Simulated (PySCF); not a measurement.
C$_{4}$H$_{12}$NP (SMILES CCN(P)CC)

Input file:

```
{"job": {"kind": "uv", "xc": "PBE0", "basis": "def2-SVPD", "nstates": 8, "ntriplets": 3}, "charge": 0, "multiplicity": 1}
C      1.907665     0.316285     0.673990
C      1.350150     0.320921    -0.747628
N     -0.096849     0.325575    -0.837006
P     -0.880967     1.820023    -0.892007
C     -0.804294    -0.894023    -0.500691
C     -1.316329    -0.986366     0.935564
H      1.469906     1.134042     1.243514
H      1.689607    -0.622160     1.177103
H      2.986612     0.446298     0.645199
H      1.699350     1.222973    -1.259731
H      1.727478    -0.551713    -1.293257
H     -1.540377     1.876995     0.360122
H     -2.053379     1.337083    -1.496630
H     -1.664063    -0.973008    -1.178941
H     -0.132547    -1.732711    -0.706266
H     -2.012951    -0.175390     1.140902
H     -1.837969    -1.930014     1.074834
H     -0.499802    -0.928493     1.649271
```

Command:

```sh
OMP_NUM_THREADS=1 python probes_run.py task.json out
```

Geometry: GFN2-xTB.

These are results of PySCF 2.14.0, PBE0/def2-SVPD, SCF density, gas phase, not measurements.

> What can the converged electron density and electron localisation function tell about the bonding?

C–N (1.45 Å): ρ at the midpoint is about 1.9 e/Å³; the ELF peaks at about 0.95 between the atoms (a covalent bond).
P–N (1.69 Å): ρ is about 1.3 e/Å³ halfway; the ELF peaks at about 0.90 between the atoms, as expected for a shared but strongly polarised pair.
C–H (1.09 Å): the density is about 2 e/Å³ at the midpoint; the ELF climbs to about 1 towards the hydrogen, as it does in any bond to H: an ordinary covalent bond to hydrogen.

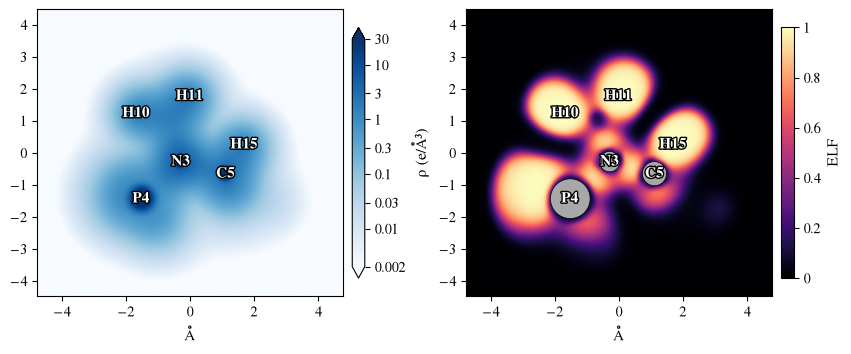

Computed electron density and electron localisation function on the plane of atoms P4, N3 and C5, in this order. Grey discs cover the atomic cores in the ELF map. 
